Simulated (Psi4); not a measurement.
# C2F5 (SMILES F[C](F)C(F)(F)F) at U-wB97X/cc-pVDZ

What is the vertical ionisation energy of C2F5 at U-wB97X/cc-pVDZ? 

The calculation is run with Psi4 1.11.

## 1. The structure to begin with

C2F5: 7 atoms, total charge 0, spin state doublet. As SMILES, `F[C](F)C(F)(F)F`. The coordinates come from a PBE0-D4/def2-TZVP relaxation.

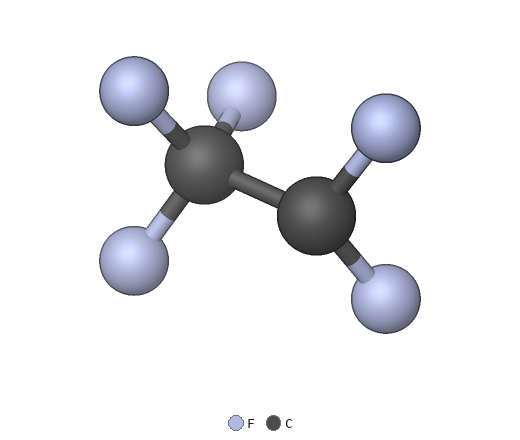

Viewed from a chosen angle; fluorine light blue, carbon dark grey.

## 2. A single-point energy at U-wB97X/cc-pVDZ

c2f5.xyz reads:

```xyz
7
C2F5
F      1.561030    -0.846020     0.512950
C      0.322010    -0.468420     0.723150
F     -0.464130    -1.481230     1.002660
C     -0.228340     0.480800    -0.320510
F      0.577960     1.527090    -0.444820
F     -1.434800     0.896110     0.043240
F     -0.333720    -0.108340    -1.516660
```

c2f5.py reads:

```python
import psi4

psi4.set_memory(2200000000)
psi4.set_num_threads(1)
psi4.set_output_file('c2f5.out', False)

with open('c2f5.xyz') as f:
    atoms = ''.join(f.readlines()[2:])
mol = psi4.geometry('0 2\n' + atoms + 'symmetry c1')

psi4.set_options({
    'basis': 'cc-pVDZ',
    'reference': 'uks',
    'puream': True,
    'e_convergence': 1e-09,
    'd_convergence': 1e-08,
    'scf_type': 'pk',
    'dft_radial_points': 99,
    'dft_spherical_points': 590,
    'maxiter': 100,
})

e, wfn = psi4.energy('wb97x', return_wfn=True)
psi4.oeprop(wfn, 'MAYER_INDICES', 'LOWDIN_CHARGES', 'WIBERG_LOWDIN_INDICES')
print(f'total energy {e:.8f} hartree = {e * 27.211386:.5f} eV')
```

On the command line:

```sh
python c2f5.py
```

c2f5.out:

```text
[...]
  Running in c1 symmetry.
[...]
  Nuclear repulsion =  346.112002362467138
[...]
  Multiplicity = 2
[...]
  Nalpha       = 29
  Nbeta        = 28
[...]
    Number of basis functions: 98
[...]
   @UKS iter   1:  -575.15136605502312   -3.07932e-01   5.71778e-03 ADIIS/DIIS
[...]
   @UKS iter  14:  -575.26066476734457   -1.47793e-12   4.14982e-09 DIIS
[...]
   @S^2 Observed:                7.527912425E-01
[...]
    Orbital Energies [Eh]
    ---------------------
    Alpha Occupied:
       1A    -24.824970     2A    -24.824963     3A    -24.812465
       4A    -24.812442     5A    -24.808768     6A    -10.543398
       7A    -10.462406     8A     -1.476041     9A     -1.447445
      10A     -1.392231    11A     -1.377191    12A     -1.374937
      13A     -0.924386    14A     -0.813075    15A     -0.753341
      16A     -0.742269    17A     -0.736479    18A     -0.704816
      19A     -0.674066    20A     -0.617968    21A     -0.600270
      22A     -0.597347    23A     -0.593641    24A     -0.570988
      25A     -0.557828    26A     -0.550471    27A     -0.535836
      28A     -0.518922    29A     -0.362292
    Alpha Virtual:
[...]
  @UKS Final Energy:  -575.26066476734457
   => Energetics <=
    Nuclear Repulsion Energy =            346.1120023624671376
    One-Electron Energy =               -1486.4683791188331270
    Two-Electron Energy =                 610.8760828735973973
    DFT Exchange-Correlation Energy =     -45.7803708845759942
    Empirical Dispersion Energy =           0.0000000000000000
    VV10 Nonlocal Energy =                  0.0000000000000000
    Total Energy =                       -575.2606647673445650
[...]
 Multipole Moments:
 ------------------------------------------------------------------------------------
     Multipole            Electronic (a.u.)      Nuclear  (a.u.)        Total (a.u.)
 ------------------------------------------------------------------------------------
 L = 1.  Multiply by 2.5417464519 to convert [e a0] to [Debye]
 Dipole X            :         -0.0083689            0.0623769            0.0540080
 Dipole Y            :         -0.0576902            0.0082463           -0.0494439
 Dipole Z            :         -0.1098902            0.2681329            0.1582427
 Magnitude           :                                                    0.1743626
[...]
```

The script printed:

```text
total energy -575.26066477 hartree = -15653.64000 eV
```

Wall time 33 s (1 thread of AMD EPYC 9B14 (Zen 4), shared host); peak memory 1.4 GiB.

## 3. The singlet cation: energy and forces at wB97X/cc-pVDZ

job.in reads:

```
memory 2.2 GB

molecule mol {
  1 1
  F      1.561030    -0.846020     0.512950
  C      0.322010    -0.468420     0.723150
  F     -0.464130    -1.481230     1.002660
  C     -0.228340     0.480800    -0.320510
  F      0.577960     1.527090    -0.444820
  F     -1.434800     0.896110     0.043240
  F     -0.333720    -0.108340    -1.516660
  symmetry c1
  no_reorient
  no_com
}

set globals {
  puream true
  e_convergence 1e-09
  d_convergence 1e-08
  scf_type pk
  dft_radial_points 99
  dft_spherical_points 590
}

result, w = gradient("wb97x/cc-pVDZ", return_wfn=True)
```

On the command line:

```sh
psi4 -n 1 job.in job.out
```

job.out, cut to the lines that bear on the results:

```text
[...]
  Running in c1 symmetry.
[...]
  Nuclear repulsion =  346.112002362467138
[...]
  Multiplicity = 1
[...]
  Nalpha       = 28
  Nbeta        = 28
[...]
    Number of basis functions: 98
[...]
   @RKS iter   1:  -574.68873955929837    1.54695e-01   7.02634e-03 ADIIS/DIIS
[...]
   @RKS iter  14:  -574.87809797106308   -3.75167e-12   8.64340e-09 DIIS
[...]
  @RKS Final Energy:  -574.87809797106308
   => Energetics <=
    Nuclear Repulsion Energy =            346.1120023624671376
    One-Electron Energy =               -1470.5195592152463178
    Two-Electron Energy =                 594.9970690974546415
    DFT Exchange-Correlation Energy =     -45.4676102157385742
    Empirical Dispersion Energy =           0.0000000000000000
    VV10 Nonlocal Energy =                  0.0000000000000000
    Total Energy =                       -574.8780979710630845
[...]
 Multipole Moments:
 ------------------------------------------------------------------------------------
     Multipole            Electronic (a.u.)      Nuclear  (a.u.)        Total (a.u.)
 ------------------------------------------------------------------------------------
 L = 1.  Multiply by 2.5417464519 to convert [e a0] to [Debye]
 Dipole X            :          1.0478607           -0.5308619            0.5169988
 Dipole Y            :         -0.7115193           -0.0703545           -0.7818738
 Dipole Z            :          3.4043091           -2.2824679            1.1218411
 Magnitude           :                                                    1.4618967
[...]
  -Total Gradient:
     Atom            X                  Y                   Z
    ------   -----------------  -----------------  -----------------
       1        0.058515056754    -0.032093858998    -0.038443007771
       2       -0.031857034617     0.147323379549     0.059391736415
       3       -0.041318399047    -0.063391049474    -0.014314043410
       4        0.039196860353    -0.092926887711     0.041443937239
       5       -0.000864552132     0.015943643842    -0.008723079608
       6       -0.011647380586     0.012534220032    -0.006093247741
       7       -0.012021265596     0.012579757397    -0.033285992909
[...]
```

Run time: 45 s. Hardware: 1 thread of AMD EPYC 9B14 (Zen 4), shared host; peak memory 1.4 GiB.

## 4. What came out

At U-wB97X/cc-pVDZ:

| quantity | value |
| --- | --- |
| doublet C2F5: total energy | -575.26066 Eh |
| doublet C2F5: dipole moment | 0.44 D |
| doublet C2F5: HOMO energy (highest over α and β) | -9.86 eV |
| doublet C2F5: LUMO energy (lowest over α and β) | -0.09 eV |
| doublet C2F5: ⟨S²⟩ | 0.753 |
| singlet cation: total energy | -574.87810 Eh |
| singlet cation: HOMO energy | -20.72 eV |
| singlet cation: LUMO energy | -10.77 eV |
| singlet cation: HOMO–LUMO gap | 9.95 eV |
| singlet cation: largest force on an atom | 8.331 eV/Å |
| vertical ionisation energy (to the singlet cation) | 10.410 eV |

In words: The vertical ionisation energy comes to 10.41 eV (1004 kJ/mol). Only the singlet of the ionised species was computed; a triplet could lie lower.
